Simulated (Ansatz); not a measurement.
# CH3BBrF: the cost of one run

All numbers below are computed with Ansatz 0.2.0 (RKS BLYP/def2-SVP).

### Step 1. The structure to begin with

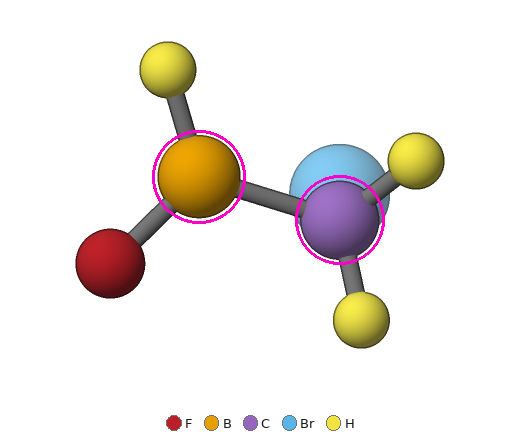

Start, viewed from a chosen angle; fluorine red, boron amber, carbon purple, bromine blue, hydrogen yellow. Ringed: B2, C3.

As a file:

```xyz
7

F     1.6129    0.7390   -0.7338
B     0.3277    0.7146   -0.4745
C    -0.3126   -0.6254    0.0543
Br   -0.2808   -0.1997    1.9770
H    -0.2691    1.7185   -0.5732
H     0.2763   -1.5312   -0.0633
H    -1.3544   -0.8158   -0.1865
```

### Step 2. End point A

input.yaml reads:

```yaml
crystal:
  periodic: [false, false, false]
  atoms:
    - { symbol: F, position_ang: [1.61294, 0.73902, -0.73377] }
    - { symbol: B, position_ang: [0.32769, 0.71455, -0.47451] }
    - { symbol: C, position_ang: [-0.31262, -0.62536, 0.05432] }
    - { symbol: Br, position_ang: [-0.28083, -0.19974, 1.97699] }
    - { symbol: H, position_ang: [-0.26913, 1.71854, -0.57324] }
    - { symbol: H, position_ang: [0.27633, -1.53125, -0.06326] }
    - { symbol: H, position_ang: [-1.35438, -0.81576, -0.18653] }
basis:
  gaussian: { orbitals: def2-SVP }
hamiltonian:
  xc: blyp
relax:
  f_tol: 0.015
  max_steps: 40
```

Started as:

```
> ansatz run input.yaml --threads 1 --pin off --max-ram 2048MiB --backend cpu --events-out ev --progress --plain --runs-dir out
```

Q: Estimate wall time and peak memory on 1 thread of Arm Neoverse V1, shared host.

About 27 s, with a peak of 0.14 GiB.
